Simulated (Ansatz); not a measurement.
## Run report: C$_{3}$H$_{5}$NO, single-point calculation

System: C$_{3}$H$_{5}$NO, SMILES C1=NCCO1.
Method: RKS PBE0-D4/def2-TZVPP (Ansatz 0.2.0).

The geometry comes from this level: PBE0-D4/def2-TZVP.

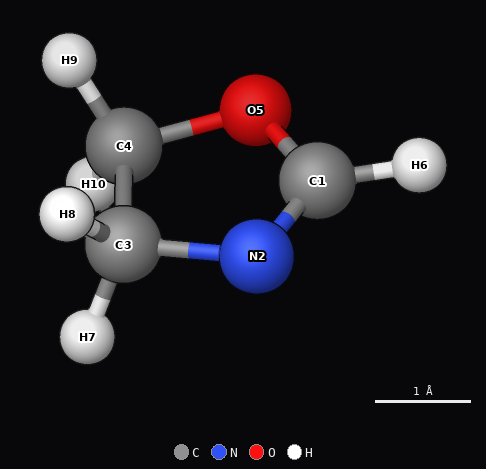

Figure 1. The structure (ball-and-stick view, seen at a tilt; atoms are numbered from 1 in the order of the input). Bond lengths as drawn: C–C 1.54 Å, C–H 1.08 to 1.09 Å, C–N 1.26 to 1.46 Å and C–O 1.35 to 1.44 Å.

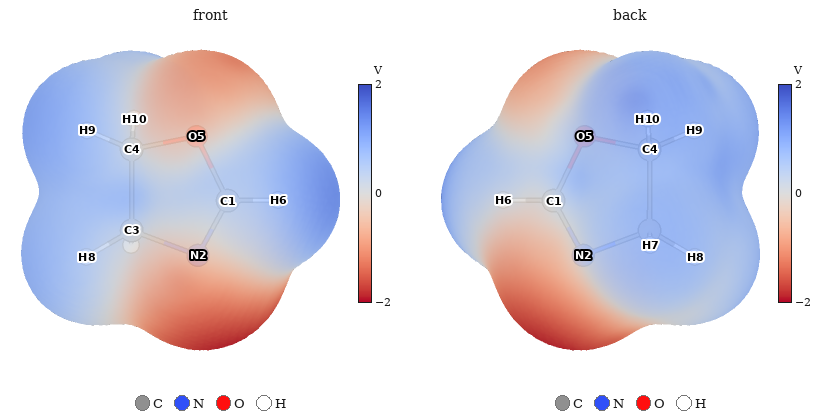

Figure 2. The molecular electrostatic potential painted on the density surface at 0.002 e/bohr³, seen at a tilt and from behind; red is negative and blue positive.

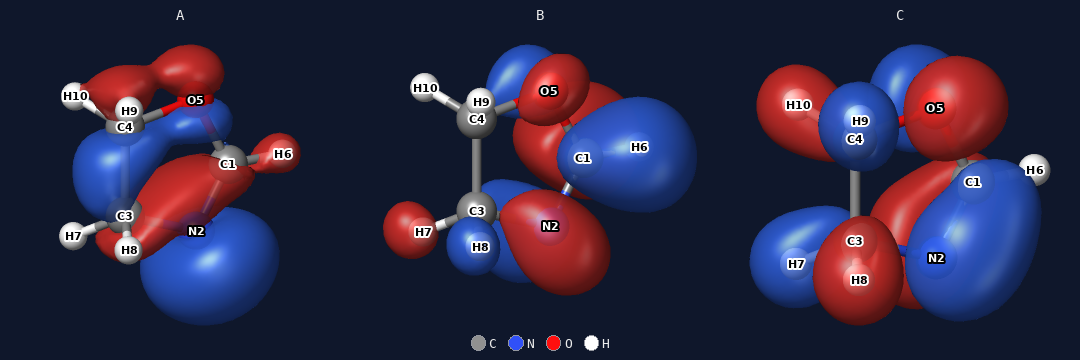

Figure 3. Three frontier orbitals at ±0.1 Å⁻³ᐟ² (red and blue are the two phases). A is the HOMO−1 (−8.08 eV). C is the HOMO (−7.25 eV). Its weight (Hirshfeld) is mainly on N2 (30 %), O5 (30 %) and C1 (15 %). B is the LUMO (0.48 eV). It lies mainly on C1 (40 %), N2 (25 %) and O5 (10 %); π-antibonding (π*) across C1–N2. The HOMO–LUMO gap is 7.73 eV between the orbital energies.

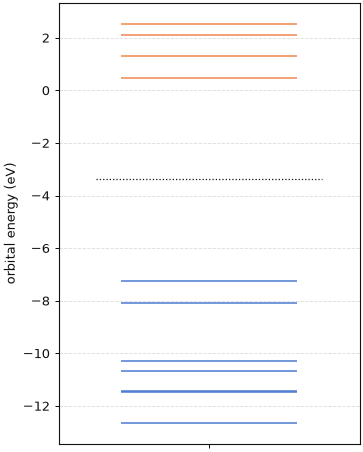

Figure 4. Orbital energies near the frontier; the dotted line parts filled from empty levels, and levels within 0.02 eV of each other stand side by side. Highest filled −7.25 eV, lowest empty 0.48 eV, 7.73 eV apart.

These pictures come from the run below.

Input
```yaml
crystal:
  periodic: [false, false, false]
  atoms:
    - {symbol: C, position_ang: [-1.256867, 0.560390, -0.416715]}
    - {symbol: N, position_ang: [-1.178951, -0.687752, -0.264996]}
    - {symbol: C, position_ang: [0.199160, -0.955934, 0.146250]}
    - {symbol: C, position_ang: [0.868017, 0.428791, 0.205573]}
    - {symbol: O, position_ang: [-0.177759, 1.335242, -0.194563]}
    - {symbol: H, position_ang: [-2.145129, 1.100979, -0.723721]}
    - {symbol: H, position_ang: [0.202822, -1.467166, 1.111858]}
    - {symbol: H, position_ang: [0.674386, -1.622620, -0.577632]}
    - {symbol: H, position_ang: [1.700737, 0.544226, -0.489846]}
    - {symbol: H, position_ang: [1.196784, 0.712744, 1.206693]}
basis:
  gaussian: {orbitals: def2-TZVPP}
hamiltonian: {xc: pbe0, dispersion: d4}
output: {orbitals: {seedname: orbitals}}
```

Run as:
```bash
ansatz run in.yaml --threads 2 --pin off --events-out ev --progress --plain --max-ram 4352MiB
```

Output
```
Functional definition: PBE0
  name "PBE0"
  cite "Adamo & Barone, J. Chem. Phys. 110, 6158 (1999) doi:10.1063/1.478522"
  cite "Perdew, Burke & Ernzerhof, Phys. Rev. Lett. 77, 3865 (1996) doi:10.1103/PhysRevLett.77.3865"
  parent pbe
  parameter a = 0.25
  parameter kappa = 0.804
  parameter beta = 0.06672455060314922
  exchange = (1 - a)*pbe_x(kappa = kappa, mu = beta*pi^2/3) + a*exact_x
  correlation = pbe_c(beta = beta)
1141 factors; their error is unknown
mean field evaluation 1: about -6717.7377 eV, gradient 5.4e1 eV
mean field evaluation 2: about -6713.4651 eV, gradient 6.9e1 eV
mean field evaluation 4: about -6723.7596 eV, gradient 5.6e0 eV
mean field evaluation 8: about -6723.8060 eV, gradient 6.5e-1 eV
mean field evaluation 16: about -6723.8065 eV, gradient 5.9e-5 eV
mean field -6723.80652591 eV, -247.0953322675 hartree, gradient 5.9e-5 eV, S^2 0.000000; 0 other end points of the search recorded, 0 dependent functions left out
reference -6723.80655313 eV, -247.0953332678 hartree; 19, 19 occupied and 206, 206 virtual orbitals, 1141 factors
Total energy: -6723.95709815 eV, -247.1008656951 hartree
```

Results in brief

| quantity | value |
| --- | --- |
| outcome | converged |
| total energy | −6723.9571 eV |
| mean-field energy | −6723.8066 eV |
| dispersion energy | −0.1505 eV |
| SCF solution under orbital rotations | stable |
| HOMO | −7.25 eV |
| LUMO | 0.48 eV |
| hardware | 2 threads of Arm Neoverse V1, 23 GiB of memory available, shared host |
| wall time | 3.4 s (CPU time 6.5 s) |
| peak memory | 0.43 GiB |
